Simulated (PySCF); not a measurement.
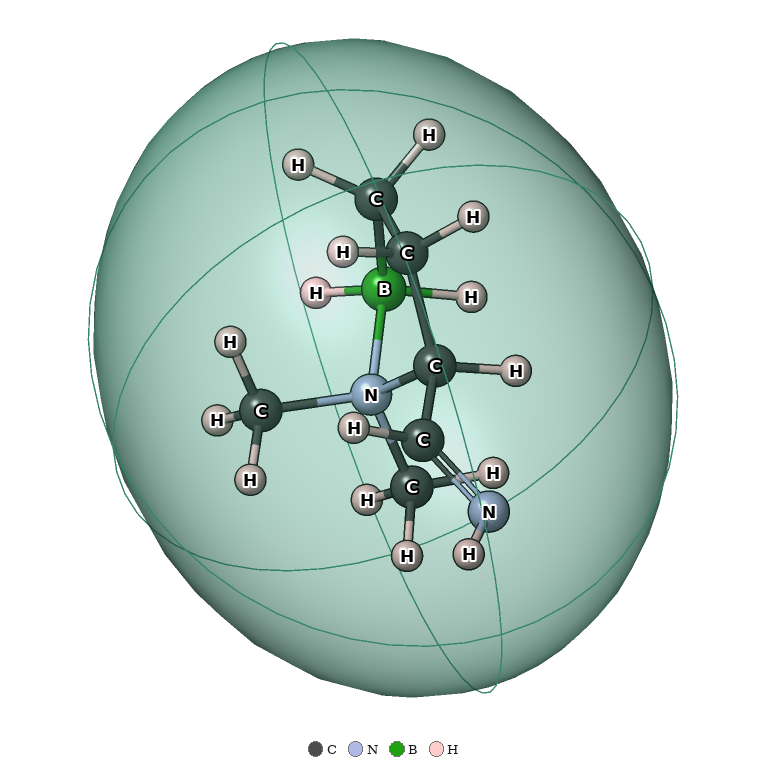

The ellipsoid shows the static dipole polarisability: its half-axes are proportional to the principal values. Computed geometry: PBE0-D3(BJ)/def2-SVP optimisation. No frequency run is at hand to confirm it as a minimum. Level of theory: CAM-B3LYP/def2-SVPD (PySCF 2.14.0).

**How large and how anisotropic is the polarisability?**

Principal values 90.7, 97.3, 113.8 bohr³; mean 100.6 bohr³ (14.90 Å³); anisotropy 20.6 bohr³, so the longest axis is 1.25 times the shortest.
